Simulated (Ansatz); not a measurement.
**AlH4N2···H2 (doublet): density, localisation and related maps**

```xyz
9

Al    0.0339   -0.7617   -0.5258
H    -0.0646   -0.2089    2.1818
N     1.5522   -0.0556   -1.1880
H     2.4390   -0.5219   -1.0248
H     1.7075    0.9367   -1.3328
N    -1.5094    0.0845   -0.8977
H    -2.4013   -0.1861   -0.4952
H    -1.6633    0.5900   -1.7666
H    -0.0940    0.1230    2.8093
```

Not at a stationary point (largest force 1.4 eV/Å).

All numbers below come from UKS B3LYP-D4/6-31G* (Ansatz).

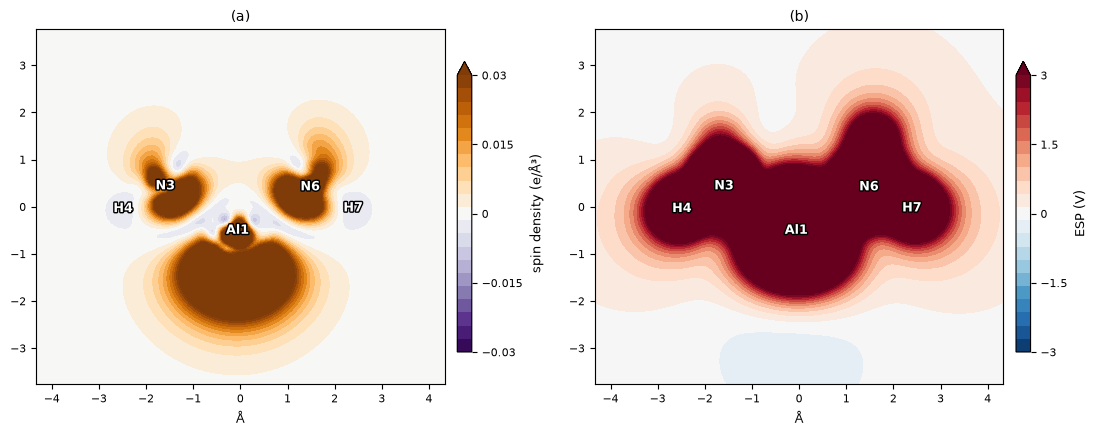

Figure 1. (a) spin density (α minus β); (b) molecular electrostatic potential on the plane of atoms Al1, N6 and H7.

What do the fields say about this system?

Answer.
- Atoms in the plane: Al, N and H.
- The unpaired spin (1 electron) lies mostly on Al1 (about 0.8) and N6 (about 0.1), in electrons by Hirshfeld's partition.
- The potential has no marked negative region in this plane.

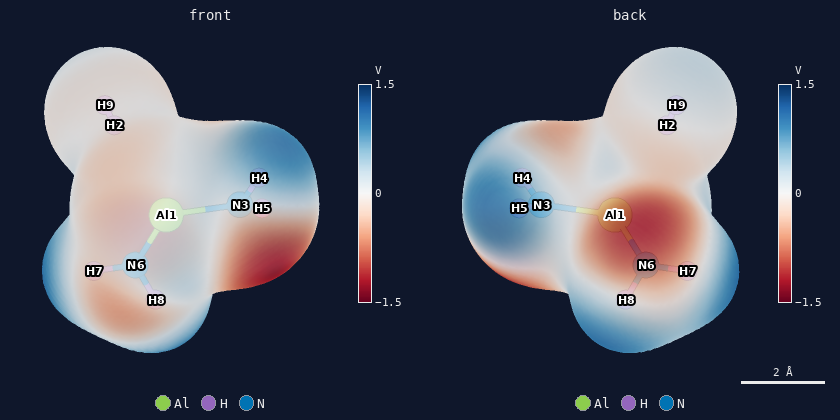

Figure 2. The molecular electrostatic potential painted on the density surface at 0.001 e/bohr³, seen from the front and from behind; red is negative and blue positive.

Describe the electrostatic potential map.

Answer. The most negative region (about −1.3 V, or −30 kcal/mol for a unit charge) lies over N3, the most positive (about +1.0 V, or +23 kcal/mol for a unit charge) over H4, H5, H7 and H8. N3 is the likeliest acceptor of a hydrogen bond.

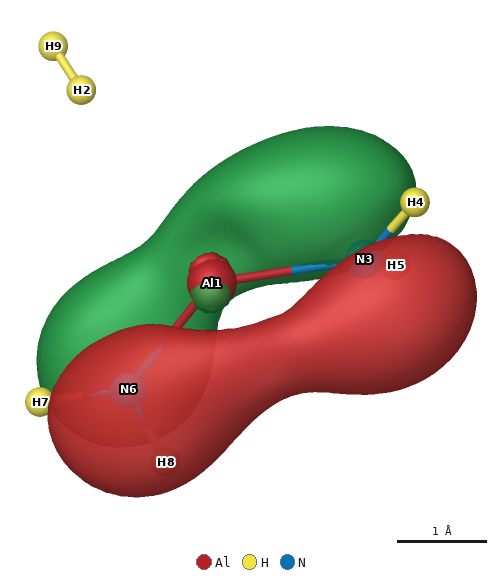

Figure 3. The HOMO−1 (β) at ±0.1 Å⁻³ᐟ² (green and red are the two phases), seen across its widest extent.

Describe this orbital and give its energy.

Answer. By Hirshfeld shares it lies mainly on N3 (about 35 %), N6 (about 35 %) and Al1 (about 20 %); largely a combination of lone pairs on N3 and N6. Its energy is −6.81 eV.
